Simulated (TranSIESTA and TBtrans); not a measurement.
System: Cu chain with one Li atom in place of Cu. Leads: straight Cu chain, spacing 2.3 Å. Geometry: as built, not relaxed. Transport runs along z; the first 6 and the last 6 of the 21 atoms are the lead cells, repeated to infinity.

```xyz
21
Lattice="9.000 0.000 0.000 0.000 9.000 0.000 0.000 0.000 48.950" Properties=species:S:1:pos:R:3 pbc="F F T"
Cu     4.500     4.500     0.000
Cu     4.500     4.500     2.300
Cu     4.500     4.500     4.600
Cu     4.500     4.500     6.900
Cu     4.500     4.500     9.200
Cu     4.500     4.500    11.500
Cu     4.500     4.500    13.800
Cu     4.500     4.500    16.100
Cu     4.500     4.500    18.400
Cu     4.500     4.500    20.700
Li     4.500     4.500    23.325
Cu     4.500     4.500    25.950
Cu     4.500     4.500    28.250
Cu     4.500     4.500    30.550
Cu     4.500     4.500    32.850
Cu     4.500     4.500    35.150
Cu     4.500     4.500    37.450
Cu     4.500     4.500    39.750
Cu     4.500     4.500    42.050
Cu     4.500     4.500    44.350
Cu     4.500     4.500    46.650
```

TranSIESTA and TBtrans, PBE, DZ numerical orbitals (energy shift 0.15 eV), PseudoDojo norm-conserving scalar-relativistic potentials, mesh cutoff 200 Ry, 300 K, no spin polarisation, no spin-orbit coupling; self-consistent non-equilibrium Green functions.

Energies count from the leads' Fermi level. Transmissions are for one spin of a degenerate pair. The energy step is 0.01 eV; narrower resonances are cut or missed.

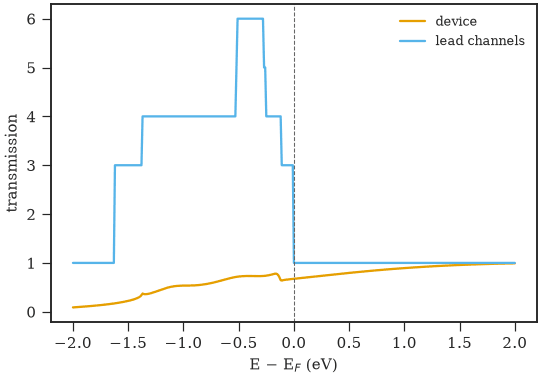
Transmission against energy

```tsv
E (eV)	T	lead channels
-2.00	0.089	1
-1.80	0.12	1
-1.60	0.18	band edge
-1.40	0.30	3
-1.20	0.45	4
-1.00	0.54	4
-0.80	0.56	4
-0.60	0.68	4
-0.40	0.73	band edge
-0.20	0.76	4
0.00	0.68	1
0.20	0.72	1
0.40	0.77	1
0.60	0.82	1
0.80	0.86	1
1.00	0.89	1
1.20	0.92	1
1.40	0.95	1
1.60	0.97	1
1.80	0.98	1
2.00	0.99	1
```

The leads' channel count changes near -0.01 eV, within the thermal window, so values at the Fermi level hang on where that band edge falls. The straight chain is held at its spacing; free chains may zigzag or dimerise. No spin-polarised start was tried, so a magnetic state, if there is one, is missed.
